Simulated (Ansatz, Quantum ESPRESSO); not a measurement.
# Ballistic transmission: vacuum gap of 4.5 Å between two V(110) faces, part 2 of 4

How well does the junction conduct in the ballistic limit? It is: vacuum gap of 4.5 Å between two V(110) faces.

Quantum ESPRESSO 7.5; plane-wave DFT, PBE, GBRV ultrasoft pseudopotentials; cross-check by Ansatz 0.2.0 with PAW datasets.

So far. Step 2 (SCF with pw.x): The run needed 18 iterations to bring the estimated error under 1e-07 Ry; the largest force on any atom, held or free, is 0.26 eV/Å.

### Step 3. Transmission with pwcond.x

Level of this step: transmission by pwcond, lead and junction from one cell; plane-wave DFT, PBE, GBRV ultrasoft pseudopotentials (Quantum ESPRESSO).

prefixt takes both regions from one run: the lead from 0 to bdl, the scattering region from bdl to bds (units of alat). ikind = 1 puts the same lead on both sides. The program's T_tot counts both spins in a run without spin; the tables below give T per spin.

cond.in reads:

```
&inputcond
  outdir = './out'
  prefixt = 'scf'
  tran_file = 'cond.dat'
  bdl = 1.4142135619
  bds = 12.1116184415
  ikind = 1
  ewind = 4.0
  epsproj = 1e-05
  nz1 = 7
  energy0 = 0.4
  denergy = -0.4
/
21
  0.00000000 0.00000000 0.01562500
  0.00000000 0.12500000 0.03125000
  0.00000000 0.25000000 0.03125000
  0.00000000 0.37500000 0.03125000
  0.00000000 0.50000000 0.01562500
  0.12500000 0.00000000 0.06250000
  0.12500000 0.25000000 0.06250000
  0.12500000 0.37500000 0.06250000
  0.12500000 0.50000000 0.06250000
  0.25000000 0.00000000 0.06250000
  0.25000000 0.12500000 0.03125000
  0.25000000 0.37500000 0.06250000
  0.25000000 0.50000000 0.06250000
  0.25000000 0.62500000 0.03125000
  0.37500000 0.00000000 0.06250000
  0.37500000 0.12500000 0.06250000
  0.37500000 0.50000000 0.06250000
  0.37500000 0.62500000 0.06250000
  0.50000000 0.00000000 0.03125000
  0.50000000 0.12500000 0.06250000
  0.50000000 0.25000000 0.03125000
3
```

Command:

```sh
> OMP_NUM_THREADS=1 mpirun -n 4 pwcond.x -in cond.in > cond.out
```

What it wrote:

```text
[banner, memory and clock lines left out]
Program PWCOND v.7.5 starts

          URL

     ./out/scf.save/

     IMPORTANT: XC functional enforced from input :
     Exchange-correlation= PBE
                           (   1   4   3   4   0   0   0)
     Any further DFT definition will be discarded
     Please, verify this is what you really want

     Check: negative core charge=   -0.000007

     negative rho (up, down):  1.667E-02 0.000E+00
     Reading collected, re-writing distributed wavefunctions

===== INPUT FILE containing all the regions =====

     GEOMETRY:

     lattice parameter (alat)  =       5.6503  a.u.
     the volume                =    1544.8892 (a.u.)^3
     the cross section         =      22.5749 (a.u.)^2
     l of the unit cell        =      12.1116 (alat)
     number of atoms/cell      =           16
     number of atomic types    =            1

     crystal axes: (cart. coord. in units of alat)
               a(1) = (  1.0000  0.0000  0.0000 )
               a(2) = (  0.5000  0.7071  0.0000 )
               a(3) = (  0.0000  0.0000 12.1116 )

   Cartesian axes

     site n.     atom                  positions (alat units)
          1        V      tau(  1)=(  0.0000  0.0000 12.1116  )
          2        V      tau(  2)=(  0.5000  0.0000  0.7071  )
          3        V      tau(  3)=(  0.0000  0.0000  1.4142  )
          4        V      tau(  4)=(  0.5000  0.0000  2.1213  )
          5        V      tau(  5)=(  0.0000  0.0000  2.8284  )
          6        V      tau(  6)=(  0.5000  0.0000  3.5355  )
          7        V      tau(  7)=(  0.0000  0.0000  4.2426  )
          8        V      tau(  8)=(  0.5000  0.0000  4.9497  )
          9        V      tau(  9)=(  0.0000  0.0000  6.4548  )
         10        V      tau( 10)=(  0.5000  0.0000  7.1619  )
         11        V      tau( 11)=(  0.0000  0.0000  7.8690  )
         12        V      tau( 12)=(  0.5000  0.0000  8.5761  )
         13        V      tau( 13)=(  0.0000  0.0000  9.2832  )
         14        V      tau( 14)=(  0.5000  0.0000  9.9903  )
         15        V      tau( 15)=(  0.0000  0.0000 10.6974  )
         16        V      tau( 16)=(  0.5000  0.0000 11.4045  )

     nr1s                      =           24
     nr2s                      =           20
     nr3s                      =          288
     nr1sx                     =           24
     nr2sx                     =           20
     nr3sx                     =          288
     nr1                       =           25
     nr2                       =           24
     nr3                       =          320
     nr1x                      =           25
     nr2x                      =           24
     nr3x                      =          320

 _______________________________
  Radii of nonlocal spheres:

     type       ibeta     ang. mom.          radius (alat units)
       V          1         0                    0.3203
       V          2         0                    0.3203
       V          3         1                    0.3203
       V          4         1                    0.3203
       V          5         2                    0.3203
       V          6         2                    0.3203
----- General information -----

--- T calc. with identical leads (ikind=1) ---

     nrx                       =           24
     nry                       =           20
     nz1                       =            7

     energy0               =         4.0E-01
     denergy               =        -4.0E-01
     nenergy               =          3
     ecut2d                =         4.0E+01
     ewind                 =         4.0E+00
     epsproj               =         1.0E-05

     number of k_|| points=   21
                       cryst. coord.
        k(    1) = (   0.0000000   0.0000000), wk =   0.0156250
        k(    2) = (   0.0000000   0.1250000), wk =   0.0312500
        k(    3) = (   0.0000000   0.2500000), wk =   0.0312500
        k(    4) = (   0.0000000   0.3750000), wk =   0.0312500
        k(    5) = (   0.0000000   0.5000000), wk =   0.0156250
        k(    6) = (   0.1250000   0.0000000), wk =   0.0625000
        k(    7) = (   0.1250000   0.2500000), wk =   0.0625000
        k(    8) = (   0.1250000   0.3750000), wk =   0.0625000
        k(    9) = (   0.1250000   0.5000000), wk =   0.0625000
        k(   10) = (   0.2500000   0.0000000), wk =   0.0625000
        k(   11) = (   0.2500000   0.1250000), wk =   0.0312500
        k(   12) = (   0.2500000   0.3750000), wk =   0.0625000
        k(   13) = (   0.2500000   0.5000000), wk =   0.0625000
        k(   14) = (   0.2500000   0.6250000), wk =   0.0312500
        k(   15) = (   0.3750000   0.0000000), wk =   0.0625000
        k(   16) = (   0.3750000   0.1250000), wk =   0.0625000
        k(   17) = (   0.3750000   0.5000000), wk =   0.0625000
        k(   18) = (   0.3750000   0.6250000), wk =   0.0625000
        k(   19) = (   0.5000000   0.0000000), wk =   0.0312500
        k(   20) = (   0.5000000   0.1250000), wk =   0.0625000
        k(   21) = (   0.5000000   0.2500000), wk =   0.0312500
----- Information about left/right lead -----

     nocros                   =           18
     noins                    =           18
     norb                     =           54
     norbf                    =          270
     nrz                      =           34

      iorb      type   ibeta   ang. mom.   m       position (alat)
        1        1       1        0        1   taunew(   1)=(  0.0000  0.0000  0.0000)
        2        1       2        0        1   taunew(   2)=(  0.0000  0.0000  0.0000)
        3        1       3        1        1   taunew(   3)=(  0.0000  0.0000  0.0000)
        4        1       3        1        2   taunew(   4)=(  0.0000  0.0000  0.0000)
        5        1       3        1        3   taunew(   5)=(  0.0000  0.0000  0.0000)
        6        1       4        1        1   taunew(   6)=(  0.0000  0.0000  0.0000)
        7        1       4        1        2   taunew(   7)=(  0.0000  0.0000  0.0000)
        8        1       4        1        3   taunew(   8)=(  0.0000  0.0000  0.0000)
        9        1       5        2        1   taunew(   9)=(  0.0000  0.0000  0.0000)
       10        1       5        2        2   taunew(  10)=(  0.0000  0.0000  0.0000)
       11        1       5        2        3   taunew(  11)=(  0.0000  0.0000  0.0000)
       12        1       5        2        4   taunew(  12)=(  0.0000  0.0000  0.0000)
       13        1       5        2        5   taunew(  13)=(  0.0000  0.0000  0.0000)
       14        1       6        2        1   taunew(  14)=(  0.0000  0.0000  0.0000)
[...]
236        1       2        0        1   taunew( 236)=(  0.5000  0.0000  9.9903)
      237        1       3        1        1   taunew( 237)=(  0.5000  0.0000  9.9903)
      238        1       3        1        2   taunew( 238)=(  0.5000  0.0000  9.9903)
      239        1       3        1        3   taunew( 239)=(  0.5000  0.0000  9.9903)
      240        1       4        1        1   taunew( 240)=(  0.5000  0.0000  9.9903)
      241        1       4        1        2   taunew( 241)=(  0.5000  0.0000  9.9903)
      242        1       4        1        3   taunew( 242)=(  0.5000  0.0000  9.9903)
      243        1       5        2        1   taunew( 243)=(  0.5000  0.0000  9.9903)
      244        1       5        2        2   taunew( 244)=(  0.5000  0.0000  9.9903)
      245        1       5        2        3   taunew( 245)=(  0.5000  0.0000  9.9903)
      246        1       5        2        4   taunew( 246)=(  0.5000  0.0000  9.9903)
      247        1       5        2        5   taunew( 247)=(  0.5000  0.0000  9.9903)
      248        1       6        2        1   taunew( 248)=(  0.5000  0.0000  9.9903)
      249        1       6        2        2   taunew( 249)=(  0.5000  0.0000  9.9903)
      250        1       6        2        3   taunew( 250)=(  0.5000  0.0000  9.9903)
      251        1       6        2        4   taunew( 251)=(  0.5000  0.0000  9.9903)
      252        1       6        2        5   taunew( 252)=(  0.5000  0.0000  9.9903)
      253        1       1        0        1   taunew( 253)=(  0.0000  0.0000 10.6974)
      254        1       2        0        1   taunew( 254)=(  0.0000  0.0000 10.6974)
      255        1       3        1        1   taunew( 255)=(  0.0000  0.0000 10.6974)
      256        1       3        1        2   taunew( 256)=(  0.0000  0.0000 10.6974)
      257        1       3        1        3   taunew( 257)=(  0.0000  0.0000 10.6974)
      258        1       4        1        1   taunew( 258)=(  0.0000  0.0000 10.6974)
      259        1       4        1        2   taunew( 259)=(  0.0000  0.0000 10.6974)
      260        1       4        1        3   taunew( 260)=(  0.0000  0.0000 10.6974)
      261        1       5        2        1   taunew( 261)=(  0.0000  0.0000 10.6974)
      262        1       5        2        2   taunew( 262)=(  0.0000  0.0000 10.6974)
      263        1       5        2        3   taunew( 263)=(  0.0000  0.0000 10.6974)
      264        1       5        2        4   taunew( 264)=(  0.0000  0.0000 10.6974)
      265        1       5        2        5   taunew( 265)=(  0.0000  0.0000 10.6974)
      266        1       6        2        1   taunew( 266)=(  0.0000  0.0000 10.6974)
      267        1       6        2        2   taunew( 267)=(  0.0000  0.0000 10.6974)
      268        1       6        2        3   taunew( 268)=(  0.0000  0.0000 10.6974)
      269        1       6        2        4   taunew( 269)=(  0.0000  0.0000 10.6974)
      270        1       6        2        5   taunew( 270)=(  0.0000  0.0000 10.6974)
 ngper, shell number =           69          18
 ngper, n2d =           69          56
---  E-Ef =    0.4000000  k =    0.0000000   0.0000000
---  ie =          1  ik =          1
 Nchannels of the left tip =            3
 Right moving states:
   k1(2pi/a)   k2(2pi/a)   E-Ef (eV)
  -0.0687401   0.0000000   0.4000000
  -0.1476731  -0.0000028   0.4000000
  -0.2732936   0.0000027   0.4000000
 Left moving states:
   k1(2pi/a)   k2(2pi/a)   E-Ef (eV)
   0.0687401   0.0000000   0.4000000
   0.1476730  -0.0000028   0.4000000
   0.2732936   0.0000027   0.4000000

 to transmit
 Band j to band i transmissions and reflections:
    j         i     |T_ij|^2    |R_ij|^2

    1 -->     1     0.00000     1.00000
    1 -->     2     0.00000     0.00000
    1 -->     3     0.00000     0.00000
   Total T_j, R_j =    0.00000  1.00000

    2 -->     1     0.00000     0.00000
    2 -->     2     0.00004     0.98154
    2 -->     3     0.00609     0.01234
   Total T_j, R_j =    0.00613  0.99387

    3 -->     1     0.00000     0.00000
    3 -->     2     0.00552     0.01232
    3 -->     3     0.84127     0.14089
   Total T_j, R_j =    0.84679  0.15321

E-Ef(ev), T(x2 spins) =    0.4000000   1.7058371
---  E-Ef =    0.0000000  k =    0.0000000   0.0000000
---  ie =          2  ik =          1
 Nchannels of the left tip =            3
 Right moving states:
   k1(2pi/a)   k2(2pi/a)   E-Ef (eV)
  -0.3280554   0.0000000   0.0000000
  -0.3900893   0.0000062   0.0000000
  -0.4849437  -0.0000046   0.0000000
 Left moving states:
   k1(2pi/a)   k2(2pi/a)   E-Ef (eV)
   0.3280554   0.0000000   0.0000000
   0.3900892   0.0000062   0.0000000
   0.4849437  -0.0000046   0.0000000

 to transmit
 Band j to band i transmissions and reflections:
    j         i     |T_ij|^2    |R_ij|^2

    1 -->     1     0.00001     0.99999
    1 -->     2     0.00000     0.00000
    1 -->     3     0.00000     0.00000
   Total T_j, R_j =    0.00001  0.99999

    2 -->     1     0.00000     0.00000
    2 -->     2     0.38859     0.11697
    2 -->     3     0.20620     0.28823
   Total T_j, R_j =    0.59479  0.40521

    3 -->     1     0.00000     0.00000
    3 -->     2     0.20866     0.28813
    3 -->     3     0.11011     0.39310
   Total T_j, R_j =    0.31877  0.68123

E-Ef(ev), T(x2 spins) =    0.0000000   1.8271392
---  E-Ef =   -0.4000000  k =    0.0000000   0.0000000
---  ie =          3  ik =          1
 Nchannels of the left tip =            1
 Right moving states:
   k1(2pi/a)   k2(2pi/a)   E-Ef (eV)
  -0.4948257   0.0000000  -0.4000000
 Left moving states:
   k1(2pi/a)   k2(2pi/a)   E-Ef (eV)
   0.4948258   0.0000000  -0.4000000

 to transmit
 Band j to band i transmissions and reflections:
    j         i     |T_ij|^2    |R_ij|^2

    1 -->     1     0.00002     0.99998
   Total T_j, R_j =    0.00002  0.99998

E-Ef(ev), T(x2 spins) =   -0.4000000   0.0000416
 ngper, shell number =           70          39
 ngper, n2d =           70          57
[... further energies and points left out ...]
---  E-Ef =    0.4000000  k =    0.5000000   0.2500000
---  ie =          1  ik =         21
 Nchannels of the left tip =            1
 Right moving states:
   k1(2pi/a)   k2(2pi/a)   E-Ef (eV)
  -0.1712949  -0.0000008   0.4000000
 Left moving states:
   k1(2pi/a)   k2(2pi/a)   E-Ef (eV)
   0.1712948  -0.0000008   0.4000000

 to transmit
 Band j to band i transmissions and reflections:
    j         i     |T_ij|^2    |R_ij|^2

    1 -->     1     0.04902     0.95098
   Total T_j, R_j =    0.04902  0.95098

E-Ef(ev), T(x2 spins) =    0.4000000   0.0980460
---  E-Ef =    0.0000000  k =    0.5000000   0.2500000
---  ie =          2  ik =         21
 Nchannels of the left tip =            1
 Right moving states:
   k1(2pi/a)   k2(2pi/a)   E-Ef (eV)
  -0.2881113  -0.0000016   0.0000000
 Left moving states:
   k1(2pi/a)   k2(2pi/a)   E-Ef (eV)
   0.2881112  -0.0000016   0.0000000

 to transmit
 Band j to band i transmissions and reflections:
    j         i     |T_ij|^2    |R_ij|^2

    1 -->     1     0.12128     0.87872
   Total T_j, R_j =    0.12128  0.87872

E-Ef(ev), T(x2 spins) =    0.0000000   0.2425515
---  E-Ef =   -0.4000000  k =    0.5000000   0.2500000
---  ie =          3  ik =         21
 Nchannels of the left tip =            1
 Right moving states:
   k1(2pi/a)   k2(2pi/a)   E-Ef (eV)
  -0.4555651  -0.0000028  -0.4000000
 Left moving states:
   k1(2pi/a)   k2(2pi/a)   E-Ef (eV)
   0.4555649  -0.0000028  -0.4000000

 to transmit
 Band j to band i transmissions and reflections:
    j         i     |T_ij|^2    |R_ij|^2

    1 -->     1     0.50859     0.49141
   Total T_j, R_j =    0.50859  0.49141

E-Ef(ev), T(x2 spins) =   -0.4000000   1.0171712
   T_tot     0.40000      0.32298E+00
   T_tot     0.00000      0.53475E+00
   T_tot    -0.40000      0.47895E+00

Note: The following floating-point exceptions are signalling: IEEE_UNDERFLOW_FLAG
Note: The following floating-point exceptions are signalling: IEEE_UNDERFLOW_FLAG
Note: The following floating-point exceptions are signalling: IEEE_UNDERFLOW_FLAG
Note: The following floating-point exceptions are signalling: IEEE_UNDERFLOW_FLAG
```

The job ended after 55 s (4 MPI ranks of Arm Neoverse V2, shared host; peak memory 0.24 GiB; 3.6 min of CPU time).

Read from the output:

| Property | Result |
| --- | --- |
| lead channels at the Fermi level, one spin | 1.703 |
| transmission at the Fermi level, one spin | 0.2674 |
| conductance | 0.2674 G₀ |

Per spin; mean over the k mesh across the current. Open channels, zone mean against energy, zero at the Fermi level:

```tsv
energy (eV)	open channels, zone mean
-0.400	1.39
0.000	1.70
0.400	1.05
```

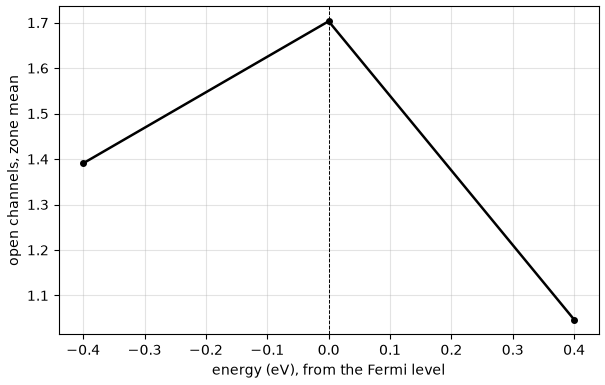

Open channels, zone mean against energy.

Per spin; mean over the k mesh across the current. Table of transmission, zone mean by energy, zero at the Fermi level:

```tsv
energy (eV)	transmission, zone mean
-0.400	0.239
0.000	0.267
0.400	0.161
```

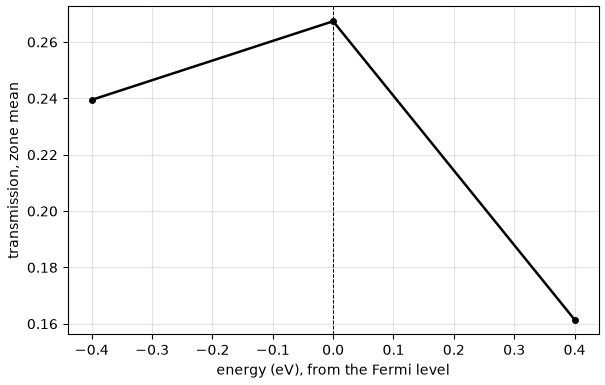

Transmission, zone mean, plotted against energy.

At 0.000 eV; k in fractions of b1, b2. Transmission by k point:

```tsv
k1	k2	weight	t	channels
0	0	0.01562	0.9136	3
0	0.125	0.03125	0.05317	3
0	0.25	0.03125	6.54e-5	1
0	0.375	0.03125	0.0473	2
0	0.5	0.01562	0.00842	2
0.125	0	0.0625	0.7494	3
0.125	0.25	0.0625	0.7091	2
0.125	0.375	0.0625	0.961	1
0.125	0.5	0.0625	0.008066	2
0.25	0	0.0625	0	0
0.25	0.125	0.03125	0.712	3
0.25	0.375	0.0625	0	0
0.25	0.5	0.0625	0.2729	1
0.25	0.625	0.03125	0.01746	2
0.375	0	0.0625	0.3801	2
0.375	0.125	0.0625	0.104	2
0.375	0.5	0.0625	0.07928	2
0.375	0.625	0.0625	0.156	1
0.5	0	0.03125	0.06299	2
0.5	0.125	0.0625	0.1206	3
0.5	0.25	0.03125	0.1213	1
```

The program's own clock; routines nest. Time by routine:

```tsv
routine	wall time (s)	calls
PWCOND	54.26	1
scatter_forw	45.96	126
local	2.82	21
compbs	2.49	63
compbs_2	2.1	63
init	0.69	1
poten	0.04	1
```

The run is unpolarised; a magnetic state was not tried, may lie lower and would change T.

At no point does T exceed the number of channels.

(Part 2 of 4 ends here.)

[Logs are printed without paths, hosts, clocks, repeated set-up lines and the standing remarks that a program may print on its own settings, such as how far it seeks lower states.]

[Hosts, paths, dates, database ids (printed as entryN), source tags and the programs' standing remarks are cut or masked in the printed files.]

[Maps of the electrostatic potential energy from Ansatz leave out the sawtooth potential of an applied field or a dipole correction, so their vacuum need not be flat; planar profiles and work functions include it.]
